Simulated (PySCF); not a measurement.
# C7H14OSi (SMILES CC#CCC[SiH2]OCC): what the fields show

Input

```
{"job": {"kind": "nmr", "xc": "PBE0", "basis": "pcSseg-1"}, "charge": 0, "multiplicity": 1}
C     -5.191989     0.995781    -0.651662
C     -3.944147     0.361813    -0.278402
C     -2.921678    -0.177207     0.038738
C     -1.652900    -0.783383     0.396400
C     -0.481726    -0.056958    -0.264994
Si     1.170478    -0.821950     0.240068
O      2.247006     0.116147    -0.522180
C      3.640989     0.024417    -0.525444
C      4.248008     0.470101     0.796809
H     -5.011799     1.750939    -1.416710
H     -5.886901     0.254128    -1.045762
H     -5.643414     1.476441     0.216335
H     -1.539914    -0.756127     1.484076
H     -1.657773    -1.833297     0.090120
H     -0.516465     0.997234     0.015693
H     -0.609789    -0.092139    -1.348213
H      1.336268    -0.806095     1.701803
H      1.295477    -2.222174    -0.194029
H      3.994269     0.669785    -1.337267
H      3.942666    -1.007026    -0.744222
H      5.332487     0.458587     0.731203
H      3.930897    -0.196591     1.594327
H      3.915197     1.477494     1.033389
```

Command:

```sh
OMP_NUM_THREADS=1 python probes_run.py task.json out
```

Geometry: GFN2-xTB.

Level of theory: PBE0/pcSseg-1, SCF density, gas phase, non-relativistic (PySCF).

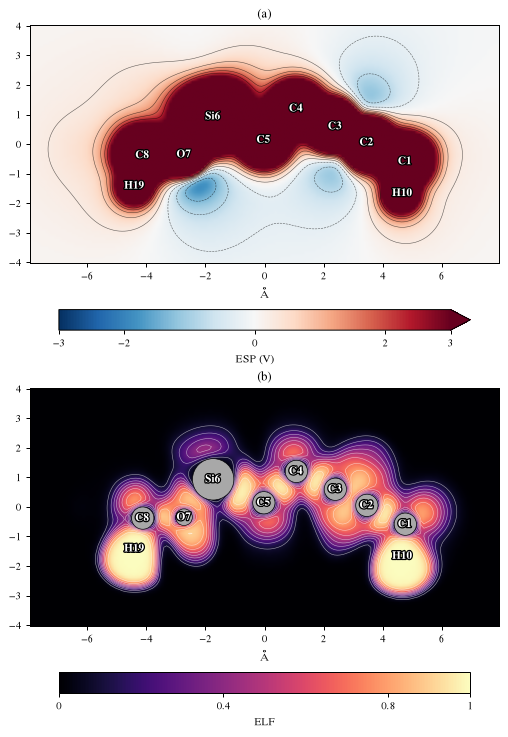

Figure 1. (a) electrostatic potential; (b) electron localisation function on the plane of atoms C4, C5 and Si6. Grey discs cover the atomic cores in the ELF map.

Q: What do the fields say about this system?

A: The plane passes through C, Si, O and H nuclei. C–C (1.20 Å): the ELF peaks at about 0.80 between the atoms; a short, multiple covalent bond. C–O (1.40 Å): the ELF peaks at about 0.90 between the atoms: a shared but strongly polarised pair. Si–O (1.62 Å): the ELF peaks at about 0.85 between the atoms, as expected for a polar covalent bond. C–Si (1.89 Å): the ELF peaks at about 0.95 between the atoms (a covalent bond). C–H (1.09 Å): the ELF climbs to about 1 towards the hydrogen, as it does in any bond to H; a covalent bond by its length. The ELF also peaks beside O7, away from the bonds: lone-pair regions. Outside the dense part of the molecule the potential is most negative (−1.9 V) near O7.

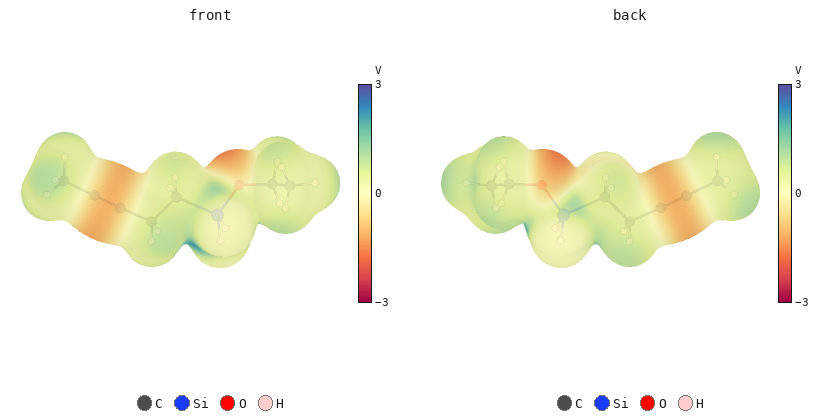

Figure 2. The molecular electrostatic potential painted on the density surface at 0.004 e/bohr³, seen from the front and from behind; red is negative and blue positive.

Q: Describe the electrostatic potential map.

A: The most negative region (about −1.5 V) lies over O7, the most positive (about +2.0 V) over Si6. O7 is the likeliest acceptor of a hydrogen bond.
